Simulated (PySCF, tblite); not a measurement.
# Ca₁₄S₁₃ (+2): electronic excitations

Aim: compute the electronic excitations of Ca₁₄S₁₃ (+2).

Computed with tblite 0.8.0 and PySCF 2.14.0 and routines of our own; the level stands in each step. Atoms count from 0.

## Step 1: The starting structure

27 atoms, charge 2, multiplicity 1; geometry from: force field, distance geometry or constructed start.

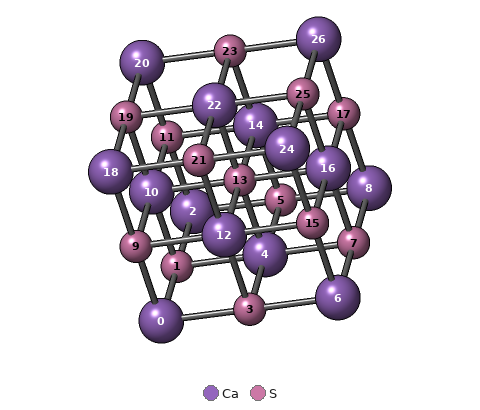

The starting geometry (calcium purple, sulfur pink); sticks join atoms by distance alone.

## Step 2: Geometry optimisation with GFN2-xTB

Job settings and geometry (Å):

```
{"job": {"kind": "relax", "xc": "GFN2-xTB", "basis": "xTB"}, "charge": 2, "multiplicity": 1}
Ca    -2.754700    -2.761400    -2.761200
S     -2.762800    -2.757000    -0.006900
Ca    -2.754400    -2.761900     2.760700
S     -2.760300     0.004400    -2.765800
Ca    -2.760600    -0.001200     0.003400
S     -2.762900    -0.000500     2.757100
Ca    -2.759500     2.761300    -2.762900
S     -2.756200     2.762300     0.001500
Ca    -2.756900     2.757500     2.759300
S     -0.002800    -2.760400    -2.758000
Ca    -0.002100    -2.760800    -0.002100
S     -0.002500    -2.761600     2.759700
Ca    -0.003400     0.000700    -2.754600
S      0.002200    -0.000600    -0.002700
Ca    -0.002200     0.005100     2.759900
S     -0.001900     2.760200    -2.753300
Ca     0.000400     2.761500     0.000900
S     -0.001100     2.756200     2.758700
Ca     2.759000    -2.757800    -2.757100
S      2.762400    -2.758700     0.002700
Ca     2.757300    -2.755800     2.761200
S      2.758700     0.001500    -2.759800
Ca     2.763000     0.004600     0.006600
S      2.755400    -0.004300     2.758200
Ca     2.760100     2.762200    -2.758700
S      2.753500     2.758700     0.002500
Ca     2.760300     2.761900     2.759000
```

Run with:

```bash
OMP_NUM_THREADS=4 python large_run.py task.json out
```

This one command runs all jobs of the session in turn.

Output:

```text
step      E/eV     max force
  0   -1335.26410    0.389
  1   -1335.28411    0.375
  2   -1335.55792    0.095
  3   -1335.56711    0.056
  4   -1335.56834    0.060
  5   -1336.00271    0.075
  6   -1335.80810   17.869
  7   -1336.00478    0.066
  8   -1336.00638    0.058
  9   -1336.01183    0.039
 10   -1336.01187    0.038
 11   -1336.01204    0.036
 12   -1336.01211    0.036
 13   -1336.01215    0.036
 14   -1336.01216    0.036
 15   -1336.01220    0.036
 16   -1336.01228    0.036
 17   -1336.01242    0.035
 18   -1336.01252    0.034
 19   -1336.01262    0.032
 20   -1336.01267    0.031
 21   -1336.01275    0.029
 22   -1336.01289    0.018
```

It took 14 s on 4 threads of Arm Neoverse N1, shared host; peak memory 0.17 GiB.

Relaxation path: (the energy doesn't fall at every step)

```tsv
step	energy from step 0 (eV)	largest force (eV/Å)
0	0.0000	0.3891
1	-0.0200	0.3750
2	-0.2938	0.0945
3	-0.3030	0.0563
4	-0.3042	0.0602
5	-0.7386	0.0744
6	-0.5440	17.8695
7	-0.7407	0.0663
8	-0.7423	0.0576
9	-0.7477	0.0388
10	-0.7478	0.0384
11	-0.7479	0.0361
12	-0.7480	0.0360
13	-0.7480	0.0360
14	-0.7481	0.0361
15	-0.7481	0.0361
16	-0.7482	0.0362
17	-0.7483	0.0346
18	-0.7484	0.0335
19	-0.7485	0.0324
20	-0.7486	0.0310
21	-0.7486	0.0291
22	-0.7488	0.0180
```

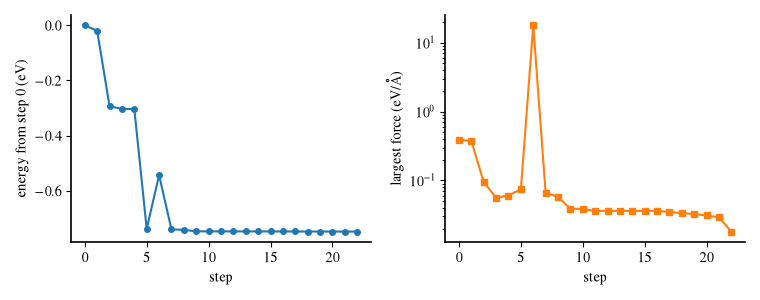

Energy and force, step by step.

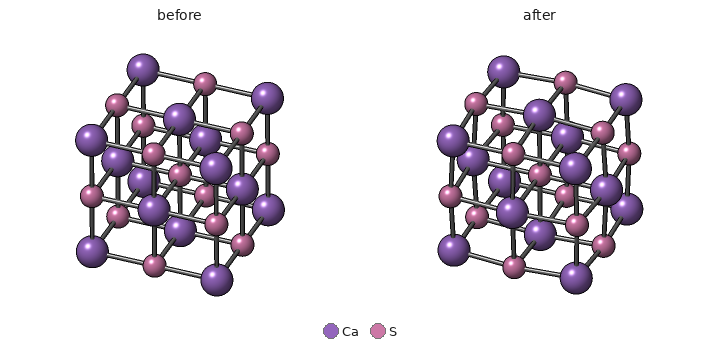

The geometry before (left) and after (right).

Distances of close pairs at the start and the end, largest changes first:

```tsv
bond	before (Å)	after (Å)	change (Å)
Ca12–S13	2.752	2.957	+0.205
Ca10–S13	2.760	2.957	+0.197
S13–Ca14	2.763	2.958	+0.196
S13–Ca22	2.761	2.955	+0.194
Ca4–S13	2.763	2.957	+0.194
S13–Ca16	2.762	2.954	+0.192
Ca22–S23	2.752	2.810	+0.058
Ca14–S17	2.751	2.808	+0.057
```

The final coordinates are the input of the step that follows.

## Step 3: Electronic excitations: TDA PBE0/def2-SVP

Job settings and geometry (Å):

```
{"job": {"kind": "uv", "basis": "def2-SVP", "grid": 1, "kgrid": 0, "vcut": 1.5, "nstates": 6, "ntriplets": 2, "tda": true, "delta": [], "pop": true, "xc": "PBE0"}, "charge": 2, "multiplicity": 1}
Ca    -2.706743    -2.706879    -2.710565
S     -2.804378    -2.803761    -0.001856
Ca    -2.707639    -2.708648     2.706971
S     -2.803854     0.001583    -2.802951
Ca    -2.959605     0.001001    -0.002081
S     -2.804831     0.000228     2.804010
Ca    -2.707348     2.710360    -2.708969
S     -2.804544     2.802990    -0.000173
Ca    -2.709027     2.709662     2.707929
S      0.001834    -2.802281    -2.803704
Ca    -0.000775    -2.957307     0.000459
S      0.000053    -2.802100     2.802923
Ca    -0.000322     0.000895    -2.956370
S     -0.002834    -0.000170     0.000145
Ca    -0.002664    -0.001415     2.958558
S      0.001518     2.803674    -2.801226
Ca    -0.002245     2.954308     0.001670
S     -0.000485     2.802797     2.804311
Ca     2.712358    -2.707480    -2.709384
S      2.801541    -2.802070     0.000458
Ca     2.709505    -2.709559     2.709524
S      2.801895     0.001880    -2.800766
Ca     2.952163     0.000048    -0.000132
S      2.800658     0.000308     2.805684
Ca     2.712111     2.712017    -2.709603
S      2.801366     2.803763     0.001606
Ca     2.710353     2.712009     2.711727
```

Method: TDA PBE0/def2-SVP, vertical, gas phase, core orbitals frozen in the response, virtual orbitals cut by energy.

Output:

```text
start: PBE on a coarse grid of 52124 points
cycle   1  E = -14655.4441183200  dE =  3.204e+00  |g| = 1.359e+00  |ddm| = 1.005e+01
cycle   2  E = -14641.4295240400  dE =  1.401e+01  |g| = 5.839e+00  |ddm| = 8.701e+00
cycle   3  E = -14655.6771402368  dE = -1.425e+01  |g| = 1.107e+00  |ddm| = 7.564e+00
cycle   4  E = -14656.1101769480  dE = -4.330e-01  |g| = 1.498e-01  |ddm| = 1.843e+00
cycle   5  E = -14656.1096172046  dE =  5.597e-04  |g| = 1.505e-01  |ddm| = 5.431e-01
cycle   6  E = -14656.1177209973  dE = -8.104e-03  |g| = 3.559e-02  |ddm| = 2.717e-01
cycle   7  E = -14656.1181550020  dE = -4.340e-04  |g| = 1.010e-02  |ddm| = 7.247e-02
cycle   8  E = -14656.1181841571  dE = -2.916e-05  |g| = 2.360e-03  |ddm| = 1.696e-02
final grid: 170359 points
cycle   9  E = -14657.6815831591  dE = -2.101e-02  |g| = 1.078e-01  |ddm| = 5.909e-01
cycle  10  E = -14657.6802648329  dE =  1.318e-03  |g| = 1.228e-01  |ddm| = 4.029e-01
cycle  11  E = -14657.6853017502  dE = -5.037e-03  |g| = 1.203e-02  |ddm| = 1.986e-01
cycle  12  E = -14657.6853453686  dE = -4.362e-05  |g| = 5.043e-03  |ddm| = 2.339e-02
cycle  13  E = -14657.6853646830  dE = -1.931e-05  |g| = 6.441e-04  |ddm| = 8.538e-03
cycle  14  E = -14657.6853524654  dE =  1.222e-05  |g| = 2.749e-04  |ddm| = 1.677e-03
cycle  15  E = -14657.6853576249  dE = -5.159e-06  |g| = 3.212e-05  |ddm| = 4.949e-04
converged SCF energy = -14657.6853576249

Static polarisability (au): isotropic 563.578, principal 563.559 563.581 563.595

Singlet excitations
state   eV       nm        f      main configurations
  1   3.7886    327.3   0.08174   H->L 0.98
  2   3.7896    327.2   0.08183   H-1->L 0.98
  3   3.7911    327.0   0.08177   H-2->L 0.98
  4   4.1324    300.0   0.00000   H-1->L+1 0.37, H->L+3 0.30, H->L+1 0.13
  5   4.1332    300.0   0.00000   H->L+2 0.41, H-2->L+1 0.20, H-2->L+3 0.20
  6   4.1337    299.9   0.00000   H-2->L+2 0.37, H-1->L+1 0.21, H-1->L+3 0.20

Triplet excitations (Tamm-Dancoff, eV): 3.7481 3.7492
```

Wall time 7.2 min (4 threads of Arm Neoverse N1, shared host); peak memory 3.5 GiB.

Frontier orbitals and where they lie:

```tsv
orbital	eV	atoms
HOMO−4	-10.43	S23 20 %, S3 18 %, S11 9 %
HOMO−3	-10.43	S17 15 %, S9 14 %, S1 14 %
HOMO−2	-9.84	S13 50 %, S7 8 %, S19 8 %
HOMO−1	-9.84	S13 50 %, S1 8 %, S25 7 %
HOMO	-9.84	S13 50 %, S17 6 %, S9 6 %
LUMO	-5.42	Ca24 10 %, Ca18 10 %, Ca26 10 %
LUMO+1	-5.06	Ca24 34 %, Ca2 31 %, Ca20 6 %
LUMO+2	-5.06	Ca18 28 %, Ca8 26 %, Ca6 14 %
LUMO+3	-5.06	Ca26 29 %, Ca0 28 %, Ca6 15 %
```

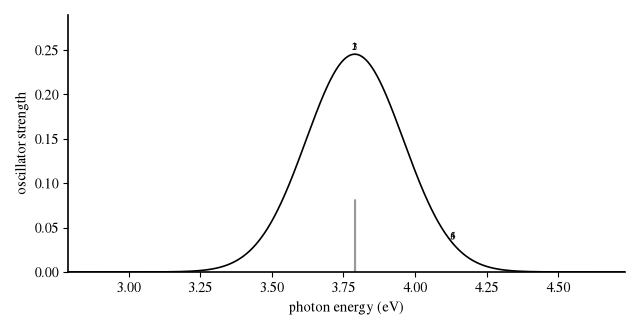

Absorption spectrum from the 6 singlet states computed; above the last one it falls off for lack of states. Lines are broadened to a width of 0.40 eV (Gaussian).

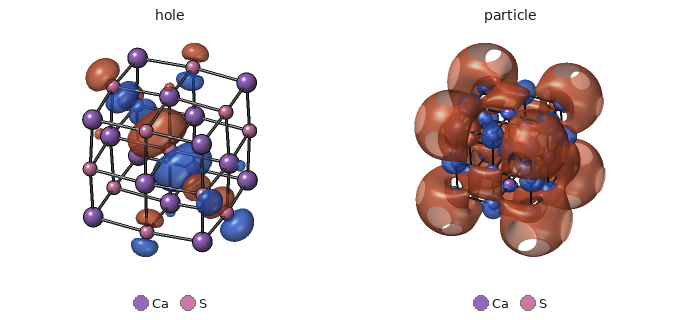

Leading natural transition orbitals of singlet state 2: the electron leaves the hole (left) for the particle orbital (right).

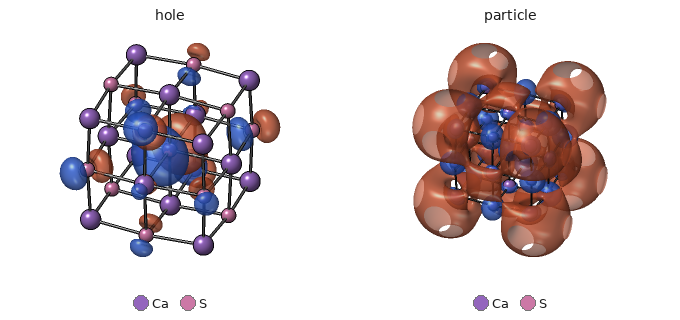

Leading natural transition orbitals of singlet state 1: the electron leaves the hole (left) for the particle orbital (right).

Further results of this job:

```tsv
property	computed
polarisability (Å³)	83.51
HOMO–LUMO gap (eV)	4.43
−ε(HOMO) (eV)	9.84
```

The fields below are evaluated on a grid from the run's orbitals.

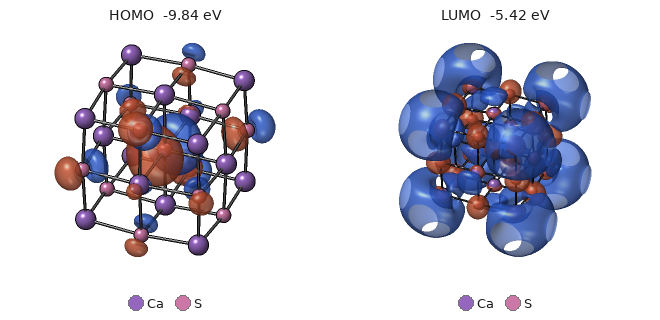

PBE0/def2-SVP orbitals near the gap, drawn at the value that encloses 70 % of each; the two colours are the two signs. The LUMO is diffuse and is cut off by the edge of the grid.

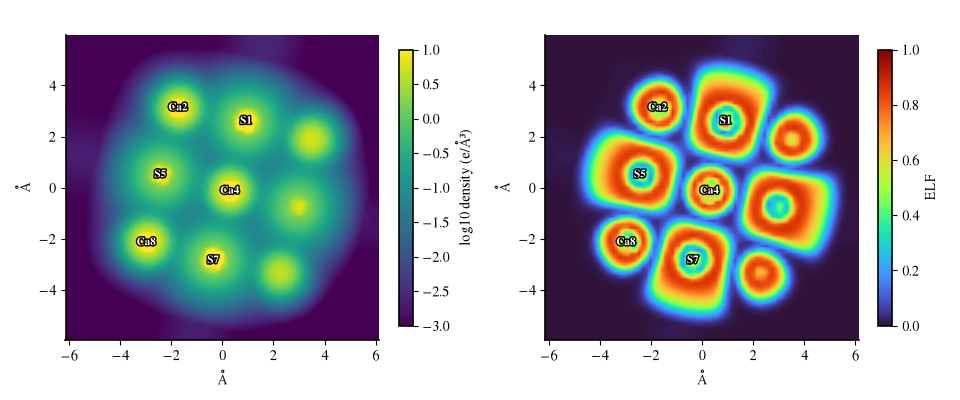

Density (left) and ELF (right) in a plane through or near 6 of the atoms.

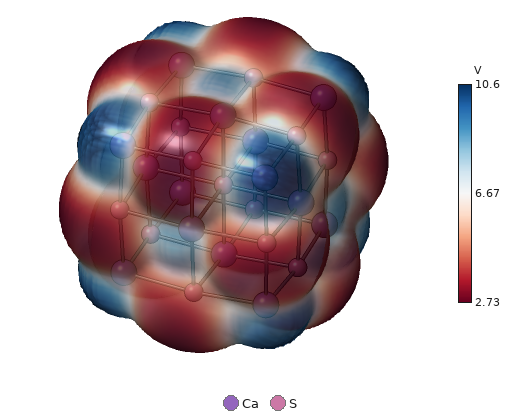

Electrostatic potential on the surface of density 0.002 e/bohr³; red is low, blue high. It runs from 2.73 V near S5 to 10.61 V near Ca18.

## Step 4: Outcome

```
                                quantity                        value
          lowest singlet (PBE0/def2-SVP)  3.79 eV (327 nm), f = 0.082
brightest single state of those computed  state 2, 3.79 eV, f = 0.082
                          lowest triplet                      3.75 eV
```

**Reading.** The first singlet state (HOMO→LUMO 0.98) lies at 3.79 eV and is bright; of the 6 states computed, the strongest absorption comes from states 1 to 3 together at 3.79 eV. The lowest triplet lies 0.04 eV below the lowest singlet.
